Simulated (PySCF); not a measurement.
SMILES [CH]1[SiH2]C[SiH2]C[SiH2]1 (C3H11Si3), doublet at its GFN2-xTB optimised geometry (Å):

```
17

C     -1.1256     0.3907     2.6223
Si    -1.3299     1.0544     0.8958
C      0.3199     0.7537     0.0000
Si     0.9394    -1.0457     0.0000
C      0.3077    -2.0166     1.5089
Si     0.0327    -0.9908     3.0850
H     -1.7160     0.8382     3.4092
H     -1.6617     2.4891     0.9240
H     -2.4123     0.3501     0.1840
H      0.2424     1.1021    -1.0288
H      1.0786     1.3794     0.4700
H      0.4855    -1.7201    -1.2282
H      2.4123    -1.0457     0.0000
H      0.9990    -2.8310     1.7203
H     -0.6381    -2.4891     1.2436
H     -0.5454    -1.8177     4.1585
H      1.3227    -0.4612     3.5641
```

Level of theory: unrestricted CAM-B3LYP/def2-SVP run with PySCF. Cells within 0.4 Å of a nucleus heavier than hydrogen are left out (blank, or x).

Map of the log10 of the electron density (e/bohr³), floored at −4 on the plane z = 0.6 Å:

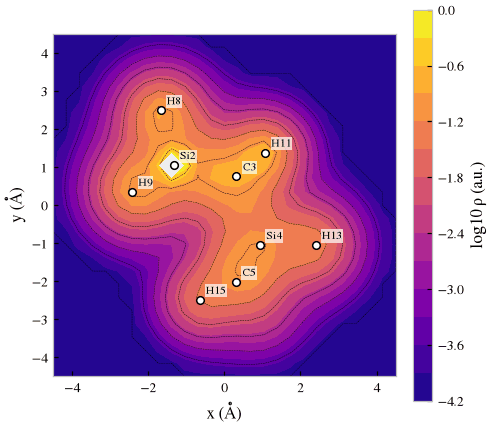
*Log10 of the electron density (e/bohr³), floored at −4 on the plane z = 0.6 Å.*
